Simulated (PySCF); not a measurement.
**CH$_{6}$AsB: one change and its effect**

System: CH$_{6}$AsB, SMILES CB[AsH2].
Method of run A: TDDFT PBE0/aug-cc-pVTZ, vertical, gas phase, core orbitals frozen in the response (PySCF 2.14.0).

The geometry comes from this level: PBE0-D3(BJ)/def2-SVP. Text and figures count atoms from 1; the logs count them from 0 in places.

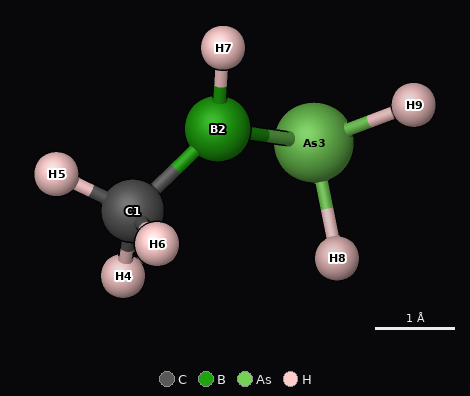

Figure 1. The structure as given in the input (ball-and-stick view, seen at a tilt; atoms are numbered from 1 in the order of the input).

### The input, run A
```
{"job": {"kind": "uv", "xc": "PBE0", "basis": "aug-cc-pVTZ"}, "charge": 0, "multiplicity": 1}
C     -1.217297    -0.413394    -0.187253
B     -0.084992     0.605381     0.144130
As     1.798891     0.424014    -0.517141
H     -0.954522    -1.221892    -0.883974
H     -2.137487     0.088965    -0.529372
H     -1.490297    -0.880246     0.780007
H     -0.346721     1.619650     0.753161
H      1.965082    -1.074802    -0.337388
H      2.526942     0.835031     0.748371
```

The first line tells a small driver script what to run in PySCF; the rest is the geometry in Å.

Command:
```bash
OMP_NUM_THREADS=1 python <driver script> task.json out
```

Hardware: 1 CPU thread, shared host.

### Output (run A)
```
coarse grid: 32528 points
cycle   1  E = -2302.0980598284  dE = -7.428e-01  |g| = 3.844e-01  |ddm| = 6.494e+00
cycle   2  E = -2302.0956243061  dE =  2.436e-03  |g| = 3.675e-01  |ddm| = 1.494e+00
cycle   3  E = -2302.1263698646  dE = -3.075e-02  |g| = 5.132e-02  |ddm| = 6.863e-01
cycle   4  E = -2302.1271442373  dE = -7.744e-04  |g| = 1.110e-02  |ddm| = 1.244e-01
cycle   5  E = -2302.1271816892  dE = -3.745e-05  |g| = 5.674e-03  |ddm| = 2.949e-02
cycle   6  E = -2302.1271905934  dE = -8.904e-06  |g| = 5.268e-04  |ddm| = 9.851e-03
final grid: 67728 points
cycle   7  E = -2302.1271825917  dE = -9.202e-08  |g| = 5.045e-04  |ddm| = 1.485e-02
cycle   8  E = -2302.1271825824  dE =  9.350e-09  |g| = 5.313e-04  |ddm| = 1.830e-03
cycle   9  E = -2302.1271826545  dE = -7.214e-08  |g| = 3.603e-05  |ddm| = 9.045e-04
cycle  10  E = -2302.1271826549  dE = -4.297e-10  |g| = 7.977e-06  |ddm| = 8.307e-05
converged SCF energy = -2302.1271826549

Static polarisability (au): isotropic 64.468, principal 53.933 59.211 80.258

Singlet excitations
state   eV       nm        f      main configurations
  1   4.5356    273.4   0.05317   H->L 0.92
  2   5.9137    209.7   0.03403   H->L+1 0.56, H-1->L 0.34
  3   5.9734    207.6   0.07381   H-1->L 0.47, H->L+1 0.39
  4   6.1995    200.0   0.00899   H-2->L 0.81
  5   6.3224    196.1   0.06088   H->L+2 0.51, H->L+4 0.29, H->L+3 0.09
  6   6.6885    185.4   0.04338   H->L+2 0.39, H->L+4 0.32, H->L+3 0.19
  7   6.7968    182.4   0.04137   H->L+3 0.66, H->L+4 0.23
  8   6.9569    178.2   0.05527   H->L+6 0.55, H->L+5 0.26
  9   7.0087    176.9   0.05022   H->L+5 0.70, H->L+6 0.24
 10   7.5374    164.5   0.02731   H->L+8 0.70, H->L+7 0.15

Triplet excitations (Tamm-Dancoff, eV): 3.5772 5.2382 5.5392 5.5693
```

For run B the input was changed thus:
```diff
-"basis": "aug-cc-pVTZ"
+"basis": "def2-TZVPD"
```

How does run B compare with run A?

The total energy of run B is 25.9 kcal/mol higher, which measures the change of basis and not a stability. The strongest computed line goes from 5.97 to 7.25 eV. The number of SCF iterations is the same. The basis functions go from 289 to 182.

### Output (run B)
```
coarse grid: 32528 points
cycle   1  E = -2302.0542589492  dE = -7.484e-01  |g| = 4.555e-01  |ddm| = 2.617e+00
cycle   2  E = -2302.0509576176  dE =  3.301e-03  |g| = 4.434e-01  |ddm| = 6.574e-01
cycle   3  E = -2302.0850143916  dE = -3.406e-02  |g| = 4.977e-02  |ddm| = 2.991e-01
cycle   4  E = -2302.0857774418  dE = -7.631e-04  |g| = 1.272e-02  |ddm| = 6.336e-02
cycle   5  E = -2302.0858305338  dE = -5.309e-05  |g| = 4.935e-03  |ddm| = 1.729e-02
cycle   6  E = -2302.0858376476  dE = -7.114e-06  |g| = 6.320e-04  |ddm| = 4.576e-03
final grid: 67728 points
cycle   7  E = -2302.0858665922  dE = -4.303e-08  |g| = 6.438e-04  |ddm| = 5.627e-03
cycle   8  E = -2302.0858665719  dE =  2.030e-08  |g| = 7.059e-04  |ddm| = 1.028e-03
cycle   9  E = -2302.0858666799  dE = -1.080e-07  |g| = 3.082e-05  |ddm| = 5.074e-04
cycle  10  E = -2302.0858666802  dE = -3.338e-10  |g| = 7.579e-06  |ddm| = 4.021e-05
converged SCF energy = -2302.0858666802

Static polarisability (au): isotropic 63.841, principal 53.205 58.695 79.625

Singlet excitations
state   eV       nm        f      main configurations
  1   4.5409    273.0   0.05368   H->L 0.92
  2   5.9556    208.2   0.03541   H-1->L 0.79, H-2->L 0.11
  3   6.0741    204.1   0.06239   H->L+1 0.93
  4   6.2101    199.6   0.01531   H-2->L 0.84, H-1->L 0.10
  5   6.4364    192.6   0.05569   H->L+2 0.94
  6   7.0826    175.1   0.03678   H->L+3 0.89
  7   7.2454    171.1   0.20677   H->L+4 0.68, H->L+5 0.23
  8   7.4426    166.6   0.01581   H->L+5 0.70, H->L+4 0.24
  9   7.7035    160.9   0.00455   H-3->L 0.79, H-1->L+1 0.12
 10   7.7988    159.0   0.02989   H-1->L+1 0.82, H-3->L 0.12

Triplet excitations (Tamm-Dancoff, eV): 3.5755 5.2434 5.5616 5.5940
```

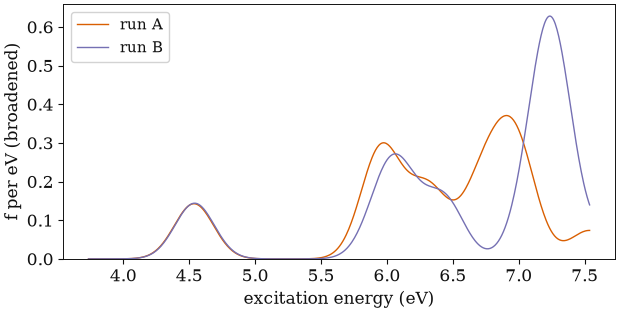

Figure 2. Absorption of the two runs from their computed states, each broadened by a Gaussian of 0.35 eV full width; the range ends where the shorter list of states ends.

### The two runs side by side

| quantity | run A | run B |
| --- | --- | --- |
| outcome | converged | converged |
| total energy (hartree) | −2302.127183 | −2302.085867 |
| HOMO (eV) | −7.16 | −7.15 |
| LUMO (eV) | −1.43 | −1.42 |
| dipole moment (D) | 1.05 | 1.04 |
| lowest excitation (eV) | 4.54 | 4.54 |
| SCF iterations | 10 | 10 |
| strongest computed line (eV) | 5.97 | 7.25 |
| basis functions | 289 | 182 |
| wall time (shared host) | 31 s | 14 s |

For both runs: Spin–orbit coupling is left out, which matters for the heavy atoms.
